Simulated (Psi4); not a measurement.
**AlBH2OF2 (SMILES O[B](F)[AlH][F]) at HSE06/6-31G(d) (spherical functions)**

What is the vertical singlet–triplet gap of AlBH2OF2 at HSE06/6-31G* (spherical functions)? 

The calculation is run with Psi4 1.11.

### Step 1. Starting point

AlBH2OF2 has 7 atoms, charge 0, and is taken as a singlet. As SMILES, `O[B](F)[AlH][F]`. The coordinates come from a PBE0-D4/def2-TZVP relaxation. This is one conformer, not always the lowest.

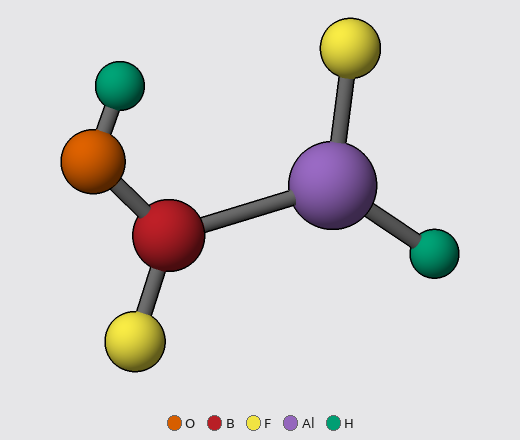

Viewed from a chosen angle; oxygen orange, boron red, fluorine yellow, aluminium purple, hydrogen teal.

### Step 2. A single-point energy at HSE06/6-31G(d) (spherical functions)

albf2h2o.in

```
memory 2.2 GB

molecule m {
  0 1
  O      0.87362039    -0.31463940     3.34292551
  B      0.96716183    -1.27669897     0.98095683
  F      2.21249135    -3.44837223     0.74549696
  Al    -0.77762230     0.56994140    -2.19605073
  F     -2.17828730     3.23728982    -1.31865089
  H     -0.03760555     1.25156561     3.44875018
  H     -0.94410717    -0.14777658    -5.08959937
  units bohr
  symmetry c1
}

set basis 6-31G*
set puream true
set e_convergence 1e-09
set d_convergence 1e-08
set scf_type pk
set dft_radial_points 99
set dft_spherical_points 590

E, wfn = energy('hse06', return_wfn=True)
print_variables()
```

Launch:

```bash
$ psi4 -n 1 albf2h2o.in albf2h2o.out
```

albf2h2o.out:

```text
[...]
  Running in c1 symmetry.
[...]
  Nuclear repulsion =  190.104529944184577
[...]
  Multiplicity = 1
[...]
  Nalpha       = 23
  Nbeta        = 23
[...]
    Number of basis functions: 78
[...]
   @RKS iter   1:  -542.96057328528389   -6.49955e-01   9.22633e-03 ADIIS/DIIS
[...]
   @RKS iter  11:  -543.14791503324989   -6.25278e-12   6.04237e-09 DIIS
[...]
    Orbital Energies [Eh]
    ---------------------
    Doubly Occupied:
       1A    -56.157817     2A    -24.761745     3A    -24.723319
       4A    -19.237028     5A     -6.835925     6A     -4.179596
       7A     -2.713707     8A     -2.707970     9A     -2.704648
      10A     -1.214537    11A     -1.147154    12A     -1.055706
      13A     -0.590546    14A     -0.514385    15A     -0.468329
      16A     -0.450595    17A     -0.438298    18A     -0.412577
      19A     -0.396132    20A     -0.394680    21A     -0.360428
      22A     -0.354028    23A     -0.267157
[...]
  @RKS Final Energy:  -543.14791503324989
   => Energetics <=
    Nuclear Repulsion Energy =            190.1045299441845771
    One-Electron Energy =               -1133.1521657698187937
    Two-Electron Energy =                 440.5708259404585192
    DFT Exchange-Correlation Energy =     -40.6711051480741688
    Empirical Dispersion Energy =           0.0000000000000000
    VV10 Nonlocal Energy =                  0.0000000000000000
    Total Energy =                       -543.1479150332498875
[...]
 Multipole Moments:
 ------------------------------------------------------------------------------------
     Multipole            Electronic (a.u.)      Nuclear  (a.u.)        Total (a.u.)
 ------------------------------------------------------------------------------------
 L = 1.  Multiply by 2.5417464519 to convert [e a0] to [Debye]
 Dipole X            :          0.4227895           -0.5732381           -0.1504486
 Dipole Y            :         -0.7109683            0.9464908            0.2355225
 Dipole Z            :         -0.0240294           -0.0166682           -0.0406976
 Magnitude           :                                                    0.2824215
[...]
```

Run time: 26 s. Hardware: 1 thread of Intel Xeon 6975P-C (Granite Rapids), shared host; peak memory 1 GiB.

### Step 3. The triplet, same level

calc.py

```python
import psi4

psi4.set_memory(2200000000)
psi4.set_num_threads(1)
psi4.set_output_file('albf2h2o.out', False)

molecule = psi4.geometry("""
0 3
O
B 1 1.350512
F 2 1.330589 1 115.49284
Al 2 2.152635 3 122.09777 1 -179.99289
F 4 1.660507 2 111.03628 3 -179.84343
H 1 0.960501 2 113.4307 3 -179.99672
H 4 1.580058 5 116.76961 6 179.90713
symmetry c1
no_reorient
no_com
""")

options = {'basis': '6-31G*', 'reference': 'uks', 'puream': True, 'e_convergence': 1e-09, 'd_convergence': 1e-08, 'scf_type': 'pk', 'dft_radial_points': 99, 'dft_spherical_points': 590, 'maxiter': 100}
psi4.set_options(options)

e_tot, wfn = psi4.energy('hse06', return_wfn=True)
psi4.oeprop(wfn, 'WIBERG_LOWDIN_INDICES', 'MAYER_INDICES', 'DIPOLE')
print('E =', round(e_tot, 9))
```

Launch:

```bash
$ python calc.py
```

albf2h2o.out:

```text
[...]
  Running in c1 symmetry.
[...]
  Nuclear repulsion =  190.104527916309877
[...]
  Multiplicity = 3
[...]
  Nalpha       = 24
  Nbeta        = 22
[...]
    Number of basis functions: 78
[...]
   @UKS iter   1:  -542.83460904875540   -5.23991e-01   8.97871e-03 DIIS/ADIIS
[...]
   @UKS iter  15:  -543.01507476281654    2.16005e-12   2.19320e-09 DIIS
[...]
   @S^2 Observed:                2.002576179E+00
[...]
    Orbital Energies [Eh]
    ---------------------
    Alpha Occupied:
       1A    -56.172814     2A    -24.797715     3A    -24.728583
       4A    -19.271032     5A     -6.891489     6A     -4.194898
       7A     -2.726505     8A     -2.725772     9A     -2.721988
      10A     -1.249336    11A     -1.152948    12A     -1.090186
      13A     -0.621437    14A     -0.556091    15A     -0.509628
      16A     -0.484735    17A     -0.455744    18A     -0.446394
      19A     -0.406696    20A     -0.402953    21A     -0.393810
      22A     -0.385764    23A     -0.329335    24A     -0.149057
    Alpha Virtual:
      25A     -0.019232    26A     -0.008014    27A     -0.005338
[...]
  @UKS Final Energy:  -543.01507476281654
   => Energetics <=
    Nuclear Repulsion Energy =            190.1045279163098769
    One-Electron Energy =               -1132.0996339719424668
    Two-Electron Energy =                 439.5969513812734135
    DFT Exchange-Correlation Energy =     -40.6169200884573272
    Empirical Dispersion Energy =           0.0000000000000000
    VV10 Nonlocal Energy =                  0.0000000000000000
    Total Energy =                       -543.0150747628165391
[...]
 Multipole Moments:
 ------------------------------------------------------------------------------------
     Multipole            Electronic (a.u.)      Nuclear  (a.u.)        Total (a.u.)
 ------------------------------------------------------------------------------------
 L = 1.  Multiply by 2.5417464519 to convert [e a0] to [Debye]
 Dipole X            :         -0.0039630            0.0053096            0.0013466
 Dipole Y            :         -1.0888420            1.0456465           -0.0431955
 Dipole Z            :          0.1766577           -0.3623810           -0.1857233
 Magnitude           :                                                    0.1906851
[...]
```

Standard output:

```text
E = -543.015074763
```

Run time: 36 s. Hardware: 1 thread of Intel Xeon 6975P-C (Granite Rapids), shared host; peak memory 1 GiB.

### Step 4. Results

Level: HSE06/6-31G* (spherical functions).

```
                                        quantity          value
                           singlet: total energy  -543.14792 Eh
                          singlet: dipole moment         0.72 D
                            singlet: HOMO energy       -7.27 eV
                            singlet: LUMO energy       -2.22 eV
                          singlet: HOMO–LUMO gap        5.05 eV
                           triplet: total energy  -543.01507 Eh
                          triplet: dipole moment         0.48 D
     triplet: HOMO energy (highest over α and β)       -4.06 eV
                                   triplet: ⟨S²⟩          2.003
vertical energy of the triplet above the singlet       3.615 eV
```

In words: At this shape the triplet lies 3.61 eV (83 kcal/mol) above the singlet.
